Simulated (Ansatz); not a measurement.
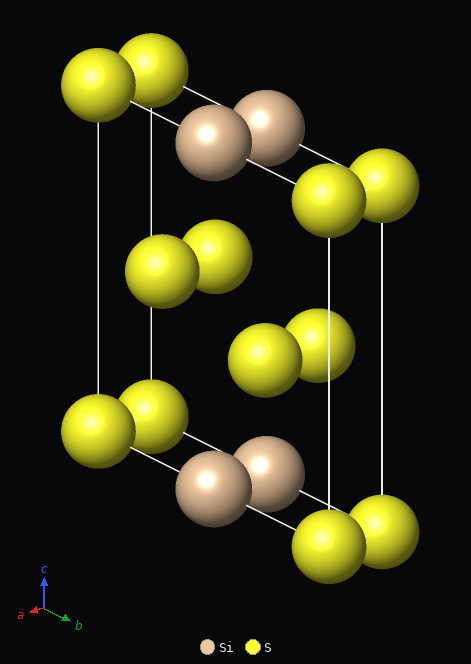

Structure drawing (spheres-only), viewed slightly off an axis. The wireframe shows the cell (the run's own, in a reduced setting).

```xyz
4
Lattice="0.0000 0.0000 2.4778 -4.8201 0.0000 0.0000 2.4101 -5.7178 0.0000" Properties=species:S:1:pos:R:3 pbc="T T T"
Si   -2.4101    0.0000    0.0000
S     0.0000    0.0000    2.4778
S     0.0000   -3.1676    2.4778
S    -2.4101   -2.5502    0.0000
```

The calculation: DFT PBE, scalar-relativistic, plane waves, PAW (Ansatz 0.2.0), with plane-wave cutoff 420 eV, k-points about 0.14 Å⁻¹ apart, Gaussian smearing of 0.1 eV, no spin polarisation.

Q: How are the electrons shared out in a Bader analysis?

A: Si +0.96 e; S -0.61 to -0.17 e.

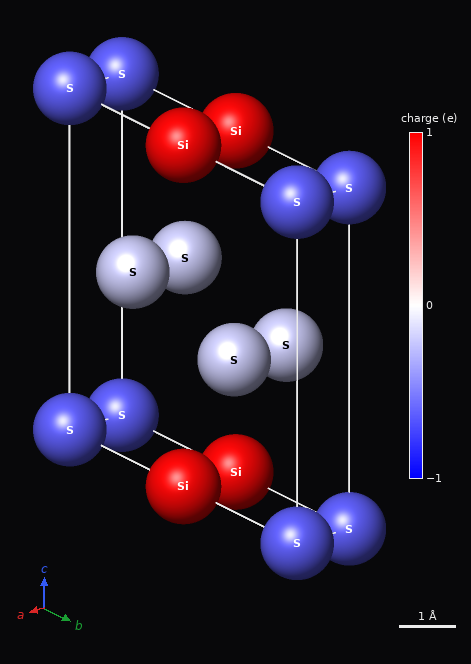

The atoms coloured by those charges.

Origin of the cell: a random cell made by a generator, so it need not be a real form of the compound. Earlier steps of the study may have refined or changed the cell and positions. Ansatz was used for an electronic-structure calculation on it.
